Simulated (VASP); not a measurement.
Band structure of CuI (space group F-43m). Calculation: LDA (Ceperley-Alder, Perdew-Zunger), VASP's LDA PAW potentials (set 64) (plane waves; VASP 6.6.1).

Unless said otherwise, spin-orbit coupling is left out, though it shifts the bands of the heavy elements here.

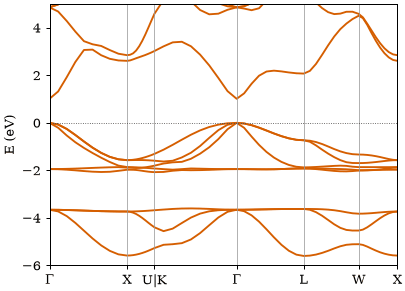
Bands along high-symmetry lines, zero at the valence-band maximum or, without a gap, the Fermi level

Read the plot: is there a gap, and where are the band edges?

The gap is direct, 1.01 eV, from the valence maximum at Γ to the conduction minimum at Γ.

The structure is a typed CuI crystal (F-43m). The cell was not relaxed at this level.
